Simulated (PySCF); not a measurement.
SMILES O=C(c1ccsc1)c1ccc[se]1 (C₉H₆OSSe) at its GFN2-xTB optimised geometry (Å):

```
18

O     -0.5644    -2.8217     0.3605
C     -0.0574    -1.7437     0.1103
C      1.4044    -1.5885    -0.0494
C      2.0702    -0.7434    -0.9821
C      3.4190    -0.8398    -0.8964
S      3.9163    -1.9447     0.3251
C      2.2894    -2.3084     0.7028
C     -0.8744    -0.5344     0.0000
C     -2.2490    -0.5344     0.0000
C     -2.8486     0.7360    -0.0240
C     -1.9672     1.7756    -0.0185
Se    -0.2089     1.2198     0.0000
H      1.5651    -0.1411    -1.7180
H      4.1594    -0.3309    -1.4806
H      2.0548    -3.0137     1.4751
H     -2.8049    -1.4565     0.0122
H     -3.9163     0.8757    -0.0389
H     -2.2172     2.8217    -0.0289
```

Computed with B3LYP/def2-SVP (PySCF 2.14.0).

Map of the deformation density (molecule minus spherical neutral atoms) (e/bohr³) on the plane z = 1.2 Å:

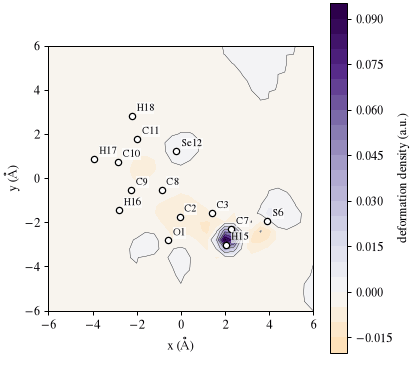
Fig. 1. Deformation density (molecule minus spherical neutral atoms) (e/bohr³) on the plane z = 1.2 Å.
